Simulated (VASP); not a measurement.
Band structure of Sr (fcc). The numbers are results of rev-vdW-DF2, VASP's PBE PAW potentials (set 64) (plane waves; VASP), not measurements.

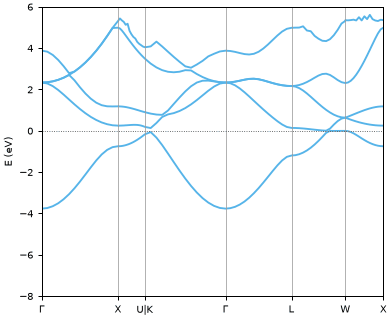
Fig. 1. Bands along high-symmetry lines, zero at the valence-band maximum or, without a gap, the Fermi level

Question: Read the plot: is there a gap, and where are the band edges?

Answer: It has no gap at this level: it comes out as a metal or semimetal. (Edges off the drawn lines would not show.)

The compound is Sr in the fcc structure. It was relaxed first, which changed the volume by -7 %.
